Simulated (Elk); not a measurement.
## BaTiO3: optical spectrum from first principles

Wanted: where BaTiO3 starts to absorb, how strongly, and its refractive index.

Calculated with Elk 11.2.3 (patched build); DFT, LDA, all-electron APW+lo, Dirac cores, scalar-relativistic bands, independent-particle optical response without local fields.

### Step 1. Starting point

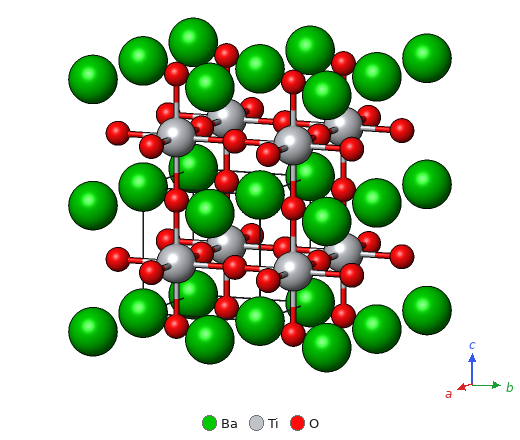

The cell as given, slightly off an axis (barium green, titanium light grey, oxygen red). 2×2×2 cells are drawn. Some periodic images of atoms are drawn too.

As a file:

```cif
data_structure
_symmetry_space_group_name_H-M 'P4/mmm'
_symmetry_Int_Tables_number 123
_cell_length_a 3.9998
_cell_length_b 3.9998
_cell_length_c 4.0180
_cell_angle_alpha 90.000
_cell_angle_beta 90.000
_cell_angle_gamma 90.000
_cell_volume 64.28
loop_
_atom_site_label
_atom_site_type_symbol
_atom_site_symmetry_multiplicity
_atom_site_Wyckoff_symbol
_atom_site_fract_x
_atom_site_fract_y
_atom_site_fract_z
_atom_site_occupancy
Ba1 Ba 1 a 0.00000 0.00000 0.00000 1
Ti1 Ti 1 d 0.50000 0.50000 0.50000 1
O1 O 2 e 0.00000 0.50000 0.50000 1
O2 O 1 c 0.50000 0.50000 0.00000 1
```

### Step 2. Ground state

First the ground state: is it a metal or has it a gap?

This step: DFT, LDA, all-electron APW+lo, Dirac cores, scalar-relativistic bands, ground state (Elk 11.2.3 (patched build)).

The input, elk.in:

```
tasks
  0
  120

xctype
  3

nempty
  8

lorbcnd
  .true.

rgkmax
  7.0

swidth
  0.0018375

maxscl
  100

epsengy
  1e-05

sppath
  './'

avec
  7.558526553278 0.000000000000 0.000000000000
  0.000000000000 7.558526553278 0.000000000000
  0.000000000000 0.000000000000 7.592919568746

atoms
  3
  'Ba.in'
  1
  0.000000000000 0.000000000000 0.000000000000   0.000 0.000 0.000
  'Ti.in'
  1
  0.500000000000 0.500000000000 0.500000000000   0.000 0.000 0.000
  'O.in'
  3
  0.000000000000 0.500000000000 0.500000000000   0.000 0.000 0.000
  0.500000000000 0.000000000000 0.500000000000   0.000 0.000 0.000
  0.500000000000 0.500000000000 0.000000000000   0.000 0.000 0.000

ngridk
  6 6 6
```

Started as:

```console
> OMP_NUM_THREADS=4 elk
```

Numbers of over 12 decimals in the logs are rounded to 6 here.

The log of the run:

```text
┌─────────────────────────┐
│ Elk code version 11.2.3 │
└─────────────────────────┘

All units are atomic (Hartree, Bohr, etc.)

┌─────────────────────────────────────────────────┐
│ Ground-state run starting from atomic densities │
└─────────────────────────────────────────────────┘

Lattice vectors :
   7.558526553       0.000000000       0.000000000
   0.000000000       7.558526553       0.000000000
   0.000000000       0.000000000       7.592919569

Reciprocal lattice vectors :
  0.8312711827       0.000000000       0.000000000
   0.000000000      0.8312711827       0.000000000
   0.000000000       0.000000000      0.8275058428

Unit cell volume      :    433.7935454
Brillouin zone volume :   0.5718162847

Muffin-tin inner radius fraction :   0.1000000000E-01

Nuclei treated as point charges

Species : 1 (Ba)
 parameters loaded from : Ba.in
 name : barium
 nuclear charge    :   -56.00000000
 electronic charge :    56.00000000
 atomic mass :    250331.8071
 muffin-tin radius :    2.800000000
 number of radial points in muffin-tin :    697
 inner part over the whole radius :   0.9835155414E-02
 number on inner part of muffin-tin    :    498
 approximate nuclear radius :   0.9171481901E-04
 number of mesh points to nuclear radius :    252
 atomic positions (lattice), magnetic fields (Cartesian) :
  1 :   0.00000000  0.00000000  0.00000000    0.00000000  0.00000000  0.00000000

Species : 2 (Ti)
 parameters loaded from : Ti.in
 name : titanium
 nuclear charge    :   -22.00000000
 electronic charge :    22.00000000
 atomic mass :    87256.20317
 muffin-tin radius :    2.131007587
 number of radial points in muffin-tin :    497
 inner part over the whole radius :   0.9720057856E-02
 number on inner part of muffin-tin    :    348
 approximate nuclear radius :   0.6805665174E-04
 number of mesh points to nuclear radius :    164
 atomic positions (lattice), magnetic fields (Cartesian) :
  1 :   0.50000000  0.50000000  0.50000000    0.00000000  0.00000000  0.00000000

Species : 3 (O)
 parameters loaded from : O.in
 name : oxygen
 nuclear charge    :   -8.000000000
 electronic charge :    8.000000000
 atomic mass :    29165.12205
 muffin-tin radius :    1.598255690
 number of radial points in muffin-tin :    297
 inner part over the whole radius :   0.9596757225E-02
 number on inner part of muffin-tin    :    203
 approximate nuclear radius :   0.5115538663E-04
 number of mesh points to nuclear radius :     88
 atomic positions (lattice), magnetic fields (Cartesian) :
  1 :   0.00000000  0.50000000  0.50000000    0.00000000  0.00000000  0.00000000
  2 :   0.50000000  0.00000000  0.50000000    0.00000000  0.00000000  0.00000000
  3 :   0.50000000  0.50000000  0.00000000    0.00000000  0.00000000  0.00000000

Total number of atoms per unit cell :    5
Total muffin-tin volume :    183.7922697
 ratio of muffin-tin to unit cell volume :   0.4236860407

Spin treatment :
 spin-unpolarised

Number of Bravais lattice symmetries :   16
Number of crystal symmetries         :   16
Crystal has inversion symmetry
Real symmetric eigensolver will be used

k-point grid :      6     6     6
k-point offset :    0.000000000       0.000000000       0.000000000
k-point set is reduced with full crystal symmetry group
Total number of k-points :       40

Muffin-tin radius times maximum |G+k| :    7.000000000
 using average radius
Maximum |G+k| for APW functions       :    3.598685065
Maximum (1/2)|G+k|²                   :    6.475267098
Maximum |G| for potential and density :    12.00000000
Constant for pseudocharge density :    8
 order of it for each species :   15  15  15
 order of it for pair densities of each species (exact exchange by exxq0 0: 15) :   15  12   5
Radial integration step length :    1

G-vector grid sizes :     30    30    30
Number of G-vectors :    12645

Maximum angular momentum used for
 APW functions            :    8
 outer part of muffin-tin :    6
 inner part of muffin-tin :    2

Total nuclear charge    :   -102.0000000
Total core charge       :    52.00000000
Total valence charge    :    50.00000000
Total excess charge     :    0.000000000
Total electronic charge :    102.0000000

Effective Wigner radius, rₛ :    1.005074146

Number of empty states         :     40
Total number of valence states :     66
Total number of core states    :     52

Conduction state local-orbitals added automatically
Third-order local-orbitals added for an l without core states : F
Total number of local-orbitals :    291

Exchange-correlation functional :      3     0     0
 Perdew-Wang/Ceperley-Alder, Phys. Rev. B 45, 13244 (1992)
 gradient requirement :    0
 local density approximation (LDA)

Smearing type :    3
 Fermi-Dirac
Smearing width :   0.1837500000E-02
Effective electronic temperature (K) :    580.2366081

Mixing type :    3
 Broyden mixing, J. Phys. A: Math. Gen. 17, L317 (1984)

Kohn-Sham potential initialised from atomic data

┌──────────────────────────────┐
│ Self-consistent loop started │
└──────────────────────────────┘

┌─────────────────┐
│ Loop number : 1 │
└─────────────────┘

Energies :
 Fermi                       :     0.50257273363519E-01
 sum of occupied eigenvalues :     -5617.7038666410
 electron kinetic            :      9761.3491541861
 core electron kinetic       :      9375.9829042085
 Coulomb                     :     -18714.748744362
 Coulomb potential           :     -15032.258979866
 nuclear-nuclear             :     -969.78735423272
 electron-nuclear            :     -20476.476828053
 Hartree                     :      2731.5154379246
 Madelung                    :     -11198.619254428
 xc potential                :     -346.79404096061
 exchange                    :     -248.23335551835
 correlation                 :     -8.942278
 electron entropic           :    -0.43553275840679E-11
 total energy                :     -9210.5752233177

Density of states at Fermi energy :   0.5454075911E-07
 (states/Hartree/unit cell)

Estimated indirect band gap :   0.2142661686
 from k-point 40 to k-point 1
Estimated direct band gap   :   0.2151443022
 at k-point 1

Charges :
 core                        :    52.00000000
 valence                     :    50.00000000
 interstitial                :    6.455557303
 muffin-tins (core leakage)
  species : 1 (Ba)
   atom 1                    :    53.57576863     (  0.1849654929E-05)
  species : 2 (Ti)
   atom 1                    :    18.85042830     ( -0.3416794440E-05)
  species : 3 (O)
   atom 1                    :    7.707342486     ( -0.4257648251E-05)
   atom 2                    :    7.707342486     ( -0.4257648251E-05)
   atom 3                    :    7.703560789     ( -0.4257665836E-05)
 total in muffin-tins        :    95.54444270
 total calculated charge     :    101.9995157
 total charge                :    102.0000000
 error                       :   0.4843379555E-03

┌─────────────────┐
│ Loop number : 2 │
└─────────────────┘

Energies :
 Fermi                       :     0.54445818244789E-01
 sum of occupied eigenvalues :     -5617.6404073008
 electron kinetic            :      9759.4812703022
 core electron kinetic       :      9375.5296107260
 Coulomb                     :     -18714.757932556
 Coulomb potential           :     -15032.170091978
 nuclear-nuclear             :     -969.78735423272
 electron-nuclear            :     -20476.584250543
 Hartree                     :      2731.6136722204
 Madelung                    :     -11198.672886567
 xc potential                :     -344.95158562553
 exchange                    :     -248.21582324640
 correlation                 :     -8.941494
 electron entropic           :    -0.43443041145379E-11
 total energy                :     -9212.4339790049

Density of states at Fermi energy :   0.5453885321E-07
 (states/Hartree/unit cell)

Estimated indirect band gap :   0.2090468428
 from k-point 40 to k-point 1
Estimated direct band gap   :   0.2101866016
 at k-point 1

Charges :
 core                        :    52.00000000
 valence                     :    50.00000000
 interstitial                :    6.478873995
 muffin-tins (core leakage)
  species : 1 (Ba)
   atom 1                    :    53.58139234     (  0.1844992958E-05)
  species : 2 (Ti)
   atom 1                    :    18.86939552     ( -0.3416829720E-05)
  species : 3 (O)
   atom 1                    :    7.691374859     ( -0.4257465216E-05)
   atom 2                    :    7.691374859     ( -0.4257465216E-05)
   atom 3                    :    7.687588436     ( -0.4257484154E-05)
 total in muffin-tins        :    95.52112601
 total calculated charge     :    101.9995208
 total charge                :    102.0000000
 error                       :   0.4791741923E-03

RMS change in Kohn-Sham potential (target) :   0.3635154015     (  0.1000000000E-05)
Absolute change in total energy (target)   :    1.858755687     (  0.1000000000E-04)

[... 14 loops left out ...]

┌──────────────────┐
│ Loop number : 17 │
└──────────────────┘

Energies :
 Fermi                       :     0.281754
 sum of occupied eigenvalues :     -5605.2446472817
 electron kinetic            :      9762.4900142471
 core electron kinetic       :      9376.3680078624
 Coulomb                     :     -18715.704738081
 Coulomb potential           :     -15027.557056928
 nuclear-nuclear             :     -969.78735423272
 electron-nuclear            :     -20483.245806507
 Hartree                     :      2737.3284226590
 Madelung                    :     -11201.926209617
 xc potential                :     -340.17760460076
 exchange                    :     -247.78256520832
 correlation                 :     -8.920734
 electron entropic           :    -0.23552051215084E-09
 total energy                :     -9209.9180231244

Density of states at Fermi energy :   0.3734732733E-05
 (states/Hartree/unit cell)

Estimated indirect band gap :   0.6200310565E-01
 from k-point 40 to k-point 1
Estimated direct band gap   :   0.6685013433E-01
 at k-point 1

Charges :
 core                        :    52.00000000
 valence                     :    50.00000000
 interstitial                :    7.114446657
 muffin-tins (core leakage)
  species : 1 (Ba)
   atom 1                    :    53.78794966     (  0.1670049322E-05)
  species : 2 (Ti)
   atom 1                    :    19.73800871     ( -0.3417568955E-05)
  species : 3 (O)
   atom 1                    :    7.120935620     ( -0.4255686142E-05)
   atom 2                    :    7.120935620     ( -0.4255686142E-05)
   atom 3                    :    7.117723729     ( -0.4255741594E-05)
 total in muffin-tins        :    94.88555334
 total calculated charge     :    101.9996995
 total charge                :    102.0000000
 error                       :   0.3004801792E-03

RMS change in Kohn-Sham potential (target) :   0.1691185014E-06 (  0.1000000000E-05)
Absolute change in total energy (target)   :   0.9739138477E-05 (  0.1000000000E-04)

Convergence targets achieved

┌──────────────────┐
│ Loop number : 18 │
└──────────────────┘

Energies :
 Fermi                       :     0.281754
 sum of occupied eigenvalues :     -5605.2446277409
 electron kinetic            :      9762.4900364320
 core electron kinetic       :      9376.3680193197
 Coulomb                     :     -18715.704741041
 Coulomb potential           :     -15027.557061624
 nuclear-nuclear             :     -969.78735423272
 electron-nuclear            :     -20483.245808628
 Hartree                     :      2737.3284218205
 Madelung                    :     -11201.926210228
 xc potential                :     -340.17760254857
 exchange                    :     -247.78256535401
 correlation                 :     -8.920734
 electron entropic           :    -0.23551670308614E-09
 total energy                :     -9209.9180040507

Density of states at Fermi energy :   0.3734668842E-05
 (states/Hartree/unit cell)

Estimated indirect band gap :   0.6200317558E-01
 from k-point 40 to k-point 1
Estimated direct band gap   :   0.6685020012E-01
 at k-point 1

Charges :
 core                        :    52.00000000
 valence                     :    50.00000000
 interstitial                :    7.114446475
 muffin-tins (core leakage)
  species : 1 (Ba)
   atom 1                    :    53.78794956     (  0.1670047652E-05)
  species : 2 (Ti)
   atom 1                    :    19.73800831     ( -0.3417569713E-05)
  species : 3 (O)
   atom 1                    :    7.120935892     ( -0.4255685818E-05)
   atom 2                    :    7.120935892     ( -0.4255685818E-05)
   atom 3                    :    7.117723868     ( -0.4255741272E-05)
 total in muffin-tins        :    94.88555353
 total calculated charge     :    101.9996995
 total charge                :    102.0000000
 error                       :   0.3004802375E-03

┌──────────────────────────────┐
│ Self-consistent loop stopped │
└──────────────────────────────┘

Wrote STATE.OUT
```

It took 33 s on 4 threads of Arm Neoverse V1, shared host; peak memory 0.2 GiB; 2 min of CPU time.

Read-outs, printed or worked out from the files:

| Property | Result |
| --- | --- |
| total energy | -9210 Ha |
| Fermi energy | 7.667 eV |
| DOS at the Fermi level | 1.37e-7 states/eV/cell |
| gap on the k-mesh | 1.687 eV |
| direct gap on the mesh | 1.819 eV |

There is a gap, 1.69 eV on this mesh (points off the mesh can give less), so no carriers' term is needed.

### Step 3. Independent particles

The spectrum is a sum over vertical transitions between filled and empty bands at the fixed density, so many empty bands are needed.

This step: DFT, LDA, all-electron APW+lo, Dirac cores, scalar-relativistic bands, independent-particle optical response without local fields (Elk 11.2.3 (patched build)).

Edit elk.in of step 2 so:

```diff
@@ -1,4 +1,7 @@
 tasks
-  0
-  120
+  121
+
+optcomp
+  1 1
+  3 3
 
@@ -17,9 +20,7 @@
 swidth
-  0.0018375
+  0.0055124
 
-maxscl
-  100
-
-epsengy
-  1e-05
+wplot
+  400 100 0
+  0.0 0.58799
```

Started as:

```console
> OMP_NUM_THREADS=4 elk
```

The log of the run:

```text
┌─────────────────────────────────┐
│ Elk code version 11.2.3 started │
└─────────────────────────────────┘

┌────────────────────┐
│ Current task : 121 │
└────────────────────┘
Info(checkmt): changed muffin-tin radius of species 2 (Ti) from   2.4000 to   2.1310
Info(checkmt): changed muffin-tin radius of species 3 (O) from   1.8000 to   1.5983

Info(dielectric):
 dielectric tensor written to EPSILON_ij.OUT
 optical conductivity written to SIGMA_ij.OUT
 for components
  i = 1, j = 1
  i = 3, j = 3

┌──────────────────┐
│ Elk code stopped │
└──────────────────┘
```

Run time: 1.8 s. Hardware: 4 threads; peak memory 0.04 GiB.

Read-outs, printed or worked out from the files:

* electronic dielectric constant ε∞, mean over x, y and z (by symmetry where fewer were run): 6.981

The Im ε has structure finer than the step of the table below, so its rows give means over 1 eV, whole bins alone (the curve runs from 0 to 16.0 eV). Peaks (eV: height): E ∥ x 3.5: 7.61, 4.2: 8.48, 8.3: 6.02, 10.1: 4.91; E ∥ z 3.5: 7.50, 4.2: 8.29, 8.3: 5.73, 10.1: 4.96.

Sum at mesh points, not converged in k; values under the direct gap are tails of Lorentzian lines. Im ε against photon energy; means over each step:

```
photon energy (eV)  E ∥ x  E ∥ z
                 1  0.148  0.148
                 2   1.48   1.47
                 3   4.36   4.35
                 4   7.36   7.26
                 5   4.09   4.11
                 6   2.92   2.93
                 7   3.71   3.70
                 8   4.80   4.71
                 9   4.42   4.37
                10   4.05   4.07
                11   3.18   3.17
                12   2.26   2.30
                13   1.51   1.52
                14   1.02   1.01
                15   1.13   1.09
```

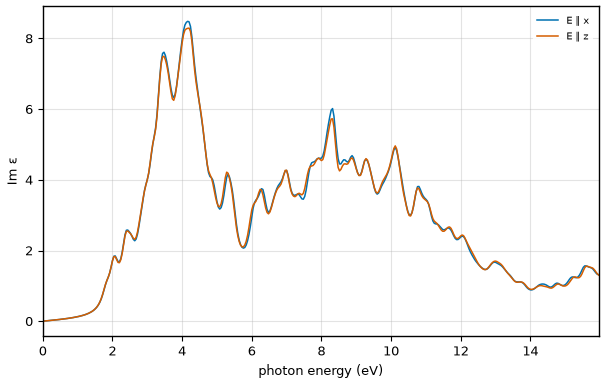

Im ε against photon energy.

The reflectivity at normal incidence has structure finer than the step of the table below, so its rows give means over 1 eV, whole bins alone (the curve runs from 0 to 16.0 eV). Peaks (eV: height): E ∥ x 3.4: 32.2, 4.2: 33.9, 5.3: 20.8, 8.4: 28.7, 10.2: 30.0, 11.1: 27.9, 15.6: 7.80; E ∥ z 3.4: 32.0, 4.2: 33.5, 5.3: 21.1, 8.4: 27.6, 10.2: 30.4, 11.1: 27.2, 15.6: 7.75.

Sum at mesh points, not converged in k. Reflectivity at normal incidence against photon energy; means over each step:

```
photon energy (eV)  E ∥ x (%)  E ∥ z (%)
                 1       21.4       21.4
                 2       24.5       24.4
                 3       28.5       28.4
                 4       31.3       31.0
                 5       21.3       21.3
                 6       16.0       16.0
                 7       19.1       19.0
                 8       23.5       23.2
                 9       23.9       23.4
                10       24.9       24.9
                11       24.7       24.5
                12       22.9       22.7
                13       14.7       15.0
                14       6.41       6.45
                15       5.14       4.92
```

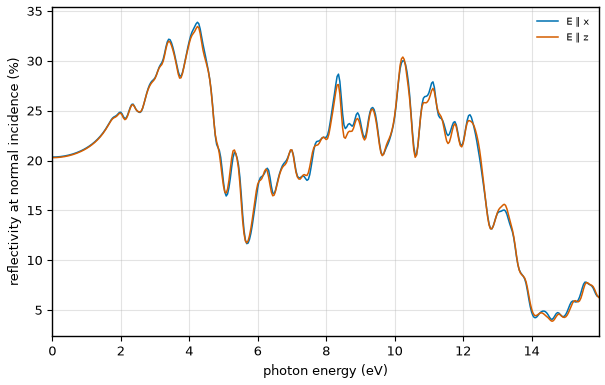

Reflectivity at normal incidence, plotted against photon energy.

The loss function −Im 1/ε at q → 0 has structure finer than the step of the table below, so its rows give means over 1 eV, whole bins alone (the curve runs from 0 to 16.0 eV). Peaks (eV: height): E ∥ x 5.6: 0.253, 12.7: 0.672, 13.5: 0.790; E ∥ z 5.5: 0.251, 12.7: 0.675, 13.5: 0.798.

Sum at mesh points, not converged in k; values under the direct gap are tails of Lorentzian lines. The loss function −Im 1/ε at q → 0 by energy loss; means over each step:

```
energy loss (eV)    E ∥ x    E ∥ z
               1  0.00261  0.00262
               2   0.0193   0.0193
               3   0.0406   0.0412
               4   0.0957   0.0963
               5    0.194    0.193
               6    0.155    0.156
               7    0.146    0.145
               8    0.145    0.151
               9    0.207    0.205
              10    0.237    0.236
              11    0.316    0.317
              12    0.448    0.440
              13    0.647    0.644
              14    0.617    0.628
              15    0.327    0.323
```

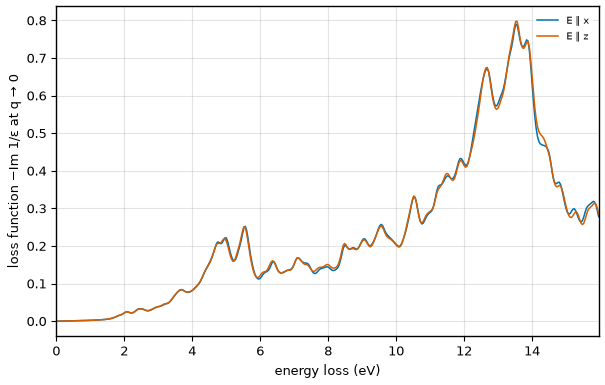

Loss function −Im 1/ε at q → 0, plotted against energy loss.

Optical constants at common wavelengths, from n + ik = √ε:

```
wavelength (nm)   n x    k x  R (%) x   1/α x   n z    k z  R (%) z   1/α z
           1550  2.69  0.017     20.9  7.2 µm  2.68  0.017     20.9  7.2 µm
            800  2.85  0.070     23.1  912 nm  2.85  0.070     23.1  903 nm
            532  3.00  0.378     25.6  112 nm  2.99  0.373     25.6  113 nm
            450  3.07  0.432     26.7   83 nm  3.07  0.443     26.7   81 nm
            405  3.15  0.684     28.8   47 nm  3.15  0.690     28.8   47 nm
            308  2.78  1.460     32.3   17 nm  2.76  1.451     32.1   17 nm
            248  1.71  0.991     17.9   20 nm  1.74  0.962     17.5   21 nm
```

Below the direct gap, k and the depth come from the tails of the Lorentzian lines, not from transitions.

Rows near the edge hang on the gap, which this functional as a rule makes too small, and phonon-assisted absorption is left out.

### Step 4. Results

```
electronic dielectric constant ε∞, mean over x, y and z (by symmetry where fewer were run) (independent particles) : 6.98
```

**Reading.** At this level (LDA, independent particles) BaTiO3 has a mean ε∞ = 6.98 and n = 2.69 at 1550 nm (E ∥ x). On the mesh the gap is 1.69 eV and the least direct gap 1.82 eV, so on this mesh the band edges lie at different points. The static values by axis are 6.99 (x), 6.97 (z). Excitons and phonon-assisted transitions are missing, and so are local fields; LDA gaps are as a rule too small, which pulls the onset down and ε∞ up. Spin-orbit coupling is left out although heavy atoms are present. The sum runs over mesh points 0.26 Å⁻¹ apart with no interpolation, so peaks are partly noise of the mesh and static values carry its error.

[Machine, clock and banner lines and Python warnings are left out of the logs.]

[Logs are printed without paths, hosts, clocks, repeated set-up lines and the standing remarks that a program may print on its own settings, such as how far it seeks lower states.]

[Hosts, paths, dates, database ids (printed as entryN), source tags and the programs' standing remarks are cut or masked in the printed files.]
